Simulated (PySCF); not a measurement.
# C2F2 (SMILES FC#CF): levels of theory compared

Wanted: a comparison of 6 runs (B3LYP/cc-pVTZ, BLYP/cc-pVTZ, PBE0/cc-pVTZ, SVWN5/cc-pVTZ, revPBE/cc-pVTZ, wB97X/cc-pVTZ) of C2F2. The job is set up through a Python script.

Program for the calculation: PySCF 2.14.0.

## Step 1: Starting point

The species is C2F2 (4 atoms), meant as a singlet with charge 0. SMILES: `FC#CF`. Geometry: relaxed at PBE0-D4/def2-TZVP.

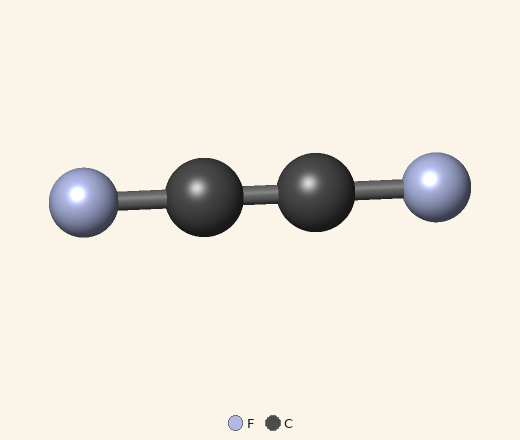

Viewed from a chosen angle; fluorine light blue, carbon dark grey.

## Step 2: A single-point energy at B3LYP/cc-pVTZ (run 1)

Input file calc.py:

```python
from pyscf import gto, dft

mol = gto.Mole()
mol.atom = '''
F     -0.257759     0.241885     3.501285
C     -0.063684     0.057070     1.102088
C      0.116029    -0.114139    -1.121363
F      0.310104    -0.298955    -3.520560
'''
mol.verbose = 4
mol.max_memory = 1860
mol.basis = 'cc-pvtz'
mol.unit = 'bohr'
mol.build()

mf = dft.RKS(mol, xc='b3lyp')
mf.grids.level = 5
mf.conv_tol = 1e-10
mf.kernel()
if not mf.converged:
    mf = mf.newton().run(mf.mo_coeff, mf.mo_occ)

etot = mf.e_tot
print('E(%s) = %.9f' % ('B3LYP', etot))
```

The run is started by

```
$ OMP_NUM_THREADS=1 python calc.py
```

The program printed:

```text
PySCF version 2.14.0

[... 68 lines left out ...]
converged SCF energy = -275.855490319251
E(B3LYP) = -275.855490319
```

It took 15 s on 1 thread of Arm Neoverse V2, shared host; peak memory 0.65 GiB.

## Step 3: A single-point energy at BLYP/cc-pVTZ (run 2)

Input file mol.xyz:

```xyz
4
C2F2
F     -0.136400     0.128000     1.852800
C     -0.033700     0.030200     0.583200
C      0.061400    -0.060400    -0.593400
F      0.164100    -0.158200    -1.863000
```

Input file job.py:

```python
from pyscf import gto, dft

mol = gto.M(
    atom='mol.xyz',
    basis='cc-pvtz',
    verbose=4,
    spin=0,
    max_memory=1860,
)

myscf = dft.RKS(mol)
myscf.xc = 'blyp'
myscf.grids.level = 5
myscf.conv_tol = 1e-10
myscf.kernel()
if not myscf.converged:
    myscf = myscf.newton().run(myscf.mo_coeff, myscf.mo_occ)

etot = myscf.e_tot
print('E = %.10f Eh' % etot)
```

The run is started by

```
$ OMP_NUM_THREADS=1 python job.py
```

The program printed:

```text
PySCF version 2.14.0

[... 72 lines left out ...]
converged SCF energy = -275.826844461924
E = -275.8268444619 Eh
```

Run time: 13 s. Hardware: 1 thread of Arm Neoverse V2, shared host; peak memory 0.64 GiB.

Run 3 isn't shown in full; the table further down has it.

## Step 4: A single-point energy at SVWN5/cc-pVTZ (run 4)

Input file job.py:

```python
from pyscf import gto, dft

system = gto.Mole()
system.atom = '''
F     -0.136400     0.128000     1.852800
C     -0.033700     0.030200     0.583200
C      0.061400    -0.060400    -0.593400
F      0.164100    -0.158200    -1.863000
'''
system.basis = 'cc-pvtz'
system.max_memory = 1860
system.spin = 0
system.charge = 0
system.verbose = 3
system.build()

mf = dft.RKS(system)
mf.xc = 'svwn'
mf.grids.level = 5
mf.conv_tol = 1e-10
mf.kernel()
if not mf.converged:
    mf = mf.newton().run(mf.mo_coeff, mf.mo_occ)

e_final = mf.e_tot
print(f'total energy: {e_final:.8f} hartree')
```

The run is started by

```
$ OMP_NUM_THREADS=1 python job.py
```

The program printed:

```text
converged SCF energy = -273.915548879417
total energy: -273.91554888 hartree
```

Wall time 9.6 s (1 thread of Arm Neoverse V2, shared host); peak memory 0.44 GiB.

Run 5 isn't shown in full; the table further down has it.

## Step 5: The energy at wB97X/cc-pVTZ (run 6)

Input file calc.py:

```python
from pyscf import gto, dft

molecule = gto.M(
    atom='F -0.136400 0.128000 1.852800; C -0.033700 0.030200 0.583200; C 0.061400 -0.060400 -0.593400; F 0.164100 -0.158200 -1.863000',
    max_memory=1860,
    basis='cc-pvtz',
    charge=0,
    verbose=4,
)

mf = dft.RKS(molecule, xc='wb97x')
mf.grids.level = 5
mf.conv_tol = 1e-10
mf.kernel()
if not mf.converged:
    mf = mf.newton().run(mf.mo_coeff, mf.mo_occ)

e_final = mf.e_tot
print('E(%s) = %.9f' % ('WB97X', e_final))
```

The run is started by

```
$ OMP_NUM_THREADS=1 python calc.py
```

The program printed:

```text
PySCF version 2.14.0

[... 69 lines left out ...]
converged SCF energy = -275.785810232175
E(WB97X) = -275.785810232
```

Wall time 24 s (1 thread of Arm Neoverse V2, shared host); peak memory 0.65 GiB.

## Step 6: Overview of the runs

```csv
run,level,energy (Eh),dipole moment (D),HOMO energy (eV),LUMO energy (eV),wall time
1,B3LYP/cc-pVTZ,-275.855490,0.00,-7.93,0.78,15 s
2,BLYP/cc-pVTZ,-275.826844,0.00,-6.57,-0.08,13 s
3,PBE0/cc-pVTZ,-275.572142,0.00,-8.17,1.14,14 s
4,SVWN5/cc-pVTZ,-273.915549,0.00,-6.93,-0.34,9.6 s
5,revPBE/cc-pVTZ,-275.770999,0.00,-6.60,-0.06,12 s
6,wB97X/cc-pVTZ,-275.785810,0.00,-10.60,3.65,24 s
```

## Step 7: Results

| quantity | value |
| --- | --- |
| run 6: total energy | -275.78581 Eh |
| run 6: dipole moment | 0.00 D |
| run 6: HOMO energy | -10.60 eV |
| run 6: LUMO energy | 3.65 eV |
| run 6: HOMO–LUMO gap | 14.25 eV |

The HOMO–LUMO gap runs from 6.49 eV (BLYP/cc-pVTZ) to 14.25 eV (wB97X/cc-pVTZ). Totals of different functionals can't be ranked against each other. All runs together took 88 s, the longest 24 s.
